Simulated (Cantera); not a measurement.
Charge: 1 mol AlN, a varied amount of Cl₂, 0.24 mol H₂, equilibrated at 1048 K and 0.350 bar.

These are equilibrium values from Cantera (NASA tables, ideal gas, pure condensed phases), not measurements of a reactor. Candidate condensed phases: Al, AlCl₃, AlN, NH₄Cl; 20 gas species. The numbers say what is thermodynamically allowed, not how fast it happens.

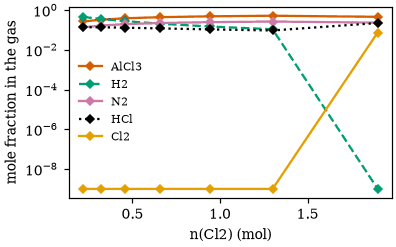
Equilibrium gas composition (values under 1e-9 drawn at 1e-9)

From 0.22 mol Cl₂ to 1.3 mol Cl₂ the condensed part is AlN(s). At 1.9 mol Cl₂ nothing is condensed. The main Al-bearing gas is AlCl₃ throughout. The share of Al in condensed phases is highest at 0.22 mol Cl₂ (87.5 %) and lowest at 1.9 mol Cl₂ (0.0 %).
